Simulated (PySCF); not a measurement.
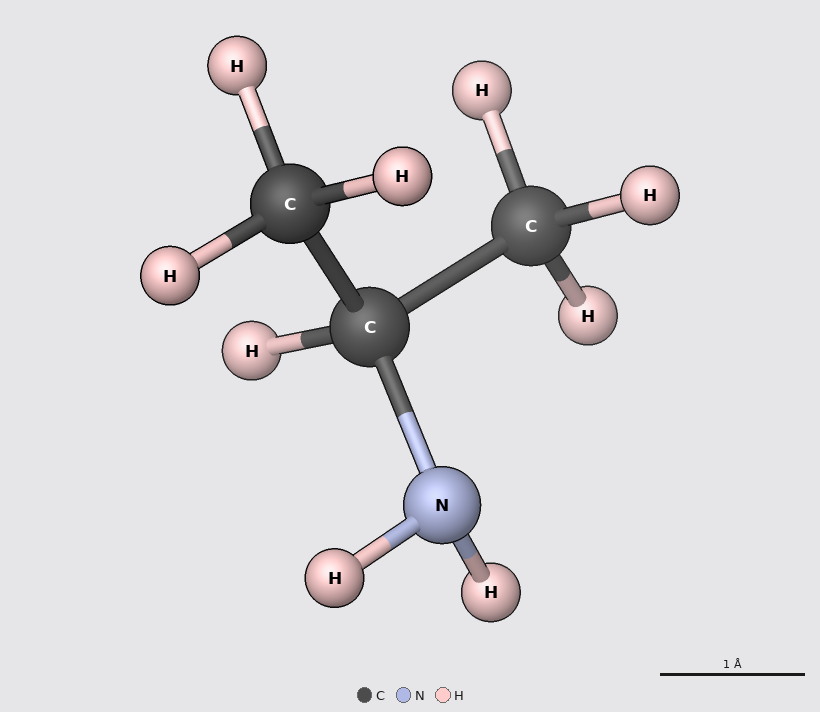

Ball-and-stick drawing of a structure. Every bond is drawn as one stick, whatever its order.

The geometry was computed by an optimisation with PBE0-D3(BJ)/def2-SVP. No frequency run is at hand to confirm it as a minimum.

Count the atoms of each element.

Answer. C₃H₉N, 13 atoms: 3 carbon, 9 hydrogen and 1 nitrogen.

What is its SMILES?

Answer. CC(C)N

Which point group does it belong to?

Answer. Cs.

More results for the same structure follow; atom numbers are the same in all pictures, views and colours differ.

## Shape

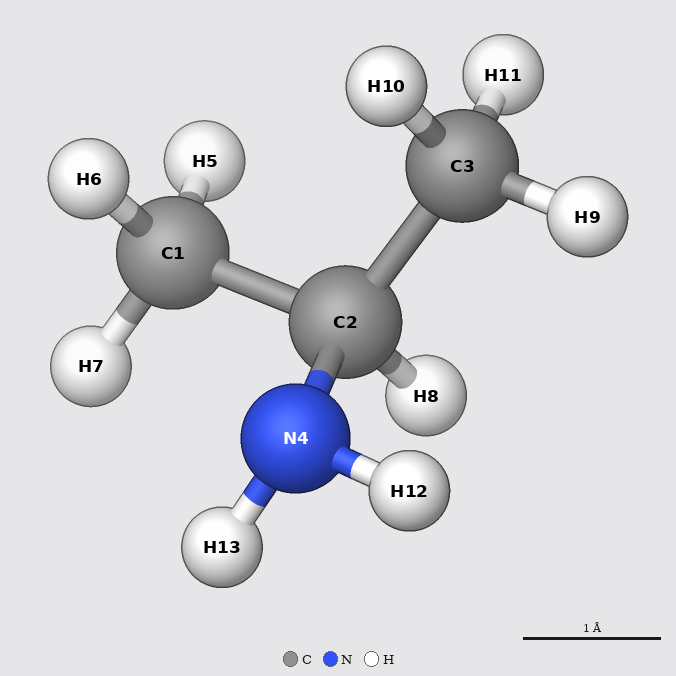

The atoms are numbered. No frequency run is at hand to confirm it as a minimum.

What is the geometry at C2?

Answer. C2 has 4 neighbours (C1 at 1.52, C3 at 1.52, N4 at 1.46, H8 at 1.11 Å); the arrangement is tetrahedral.

What is the geometry at C1?

Answer. C1 has 4 neighbours (C2 at 1.52, H5 at 1.10, H6 at 1.10, H7 at 1.10 Å); the arrangement is tetrahedral.

How are the neighbours of atom 4 arranged?

Answer. N4 has 3 neighbours (C2 at 1.46, H12 at 1.02, H13 at 1.02 Å); the arrangement is trigonal pyramidal.

## Quadrupole coupling

No frequency run is at hand to confirm it as a minimum. Electric field gradients from the ground-state density, B3LYP/pcJ-1 (PySCF 2.14.0), non-relativistic apart from any core potentials.

Give the largest field-gradient component, the quadrupole coupling constant and the asymmetry for 14N at N4 (Q = 20.44 mb).

```tsv
atom	V_zz (a.u.)	e²qQ/h (MHz)	η
N4	−1.128	−5.42	0.09
```

## NMR shielding

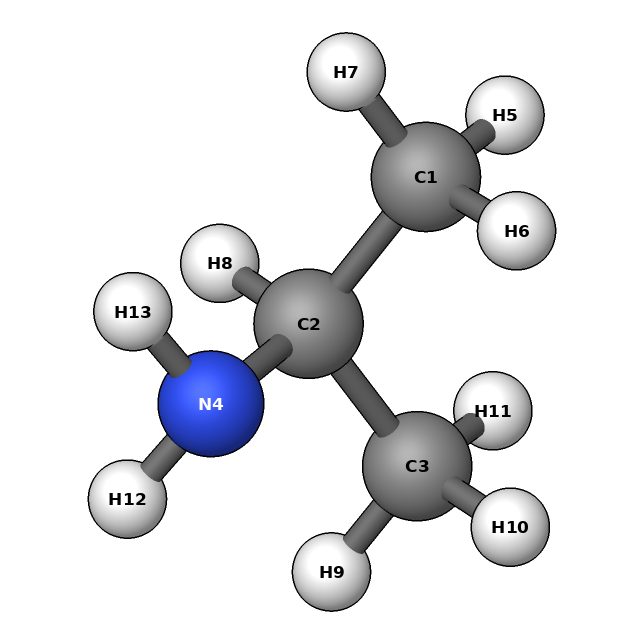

No frequency run is at hand to confirm it as a minimum. Method: GIAO PBE0/pcSseg-1 NMR shielding, non-relativistic, gas phase (PySCF 2.14.0). Principal shieldings σ11 ≤ σ22 ≤ σ33, span Ω = σ33 − σ11, skew κ = 3(σiso − σ22)/Ω.

Give the shielding tensors of the N atoms.

```csv
atom,σ11,σ22,σ33,σiso,Ω,κ
N4,165.7,215.6,241.8,207.7,76.0,−0.31
```

Shieldings and span in ppm.

## Electronic properties

No frequency run is at hand to confirm it as a minimum. Properties computed with PBE0/pcSseg-1, gas phase (PySCF 2.14.0).

Estimate the dipole moment.

Answer. 1.36 D.

Give the LUMO energy (Kohn–Sham orbital) at this level.

Answer. 1.32 eV.

Estimate the HOMO energy (Kohn–Sham orbital).

Answer. −6.76 eV.
